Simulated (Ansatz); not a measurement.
Fields on a plane of BeSe (zinc blende)

```yaml
crystal:
  lattice:
    - [0.00000, 2.56446, 2.56446]
    - [2.56446, 0.00000, 2.56446]
    - [2.56446, 2.56446, 0.00000]
  atoms:
    - { symbol: Se, position: [0.75000, 0.75000, 0.75000] }
    - { symbol: Be, position: [0.00000, 0.00000, 0.00000] }
```

The slice is a {111} plane (indices of the conventional cell) through the point (0.750, 0.750, 0.750) (fractional), spanned by u = [100] and v = [-1 2 0] in vectors of this cell: u (3.63 Å) and v (6.28 Å, at 90° to u). It covers one period; positions are fractions (u, v).

Atoms on it: Se at (0.00, 0.00); Se at (0.50, 0.50). Other atoms lie within 1 Å of the plane.

The numbers are results of PBEsol (plane waves to 420 eV, PAW, scalar-relativistic; Ansatz, a quantum-chemistry and plane-wave program), not measurements. k mesh 11×11×11. Near the nuclei the fields are pseudised (PAW); where an atom keeps semicore shells as valence, they peak there. BeSe was relaxed with its symmetry unable to fall.

| v \ u | 0.00 | 0.14 | 0.29 | 0.43 | 0.57 | 0.71 | 0.86 |
|---|---|---|---|---|---|---|---|
| 0.88 | 0.1 | -0.2 | -0.7 | -1.2 | -1.2 | -0.7 | -0.2 |
| 0.75 | -0.6 | -0.7 | -0.9 | -1.0 | -1.0 | -0.9 | -0.7 |
| 0.62 | -0.8 | -0.6 | -0.3 | 0.0 | 0.0 | -0.3 | -0.6 |
| 0.50 | -0.9 | -0.6 | 0.1 | 1.4 | 1.4 | 0.1 | -0.6 |
| 0.38 | -1.3 | -1.0 | -0.4 | 0.0 | 0.0 | -0.4 | -1.0 |
| 0.25 | -1.0 | -1.0 | -0.8 | -0.7 | -0.7 | -0.8 | -1.0 |
| 0.12 | 0.0 | -0.2 | -0.4 | -0.7 | -0.7 | -0.4 | -0.2 |
| 0.00 | 1.7 | 0.7 | -0.3 | -0.8 | -0.8 | -0.3 | 0.7 |

Values: log₁₀ of the valence density in e/Å³. The scale is logarithmic, as a density can span decades between atoms and voids.

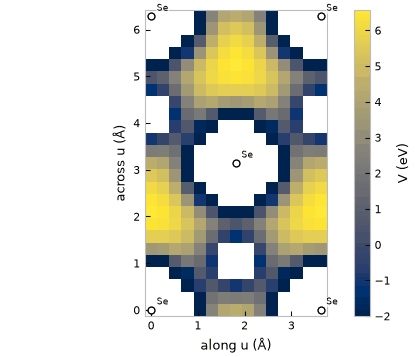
Figure. Electrostatic potential energy of an electron, from the cell's mean, in eV, one period of the plane, atoms marked. Points within 0.9 Å of a nucleus are left white, as the pseudised field means little there. Values under -2 eV are set to -2. The zero, the cell's mean, hangs on the PAW cores.
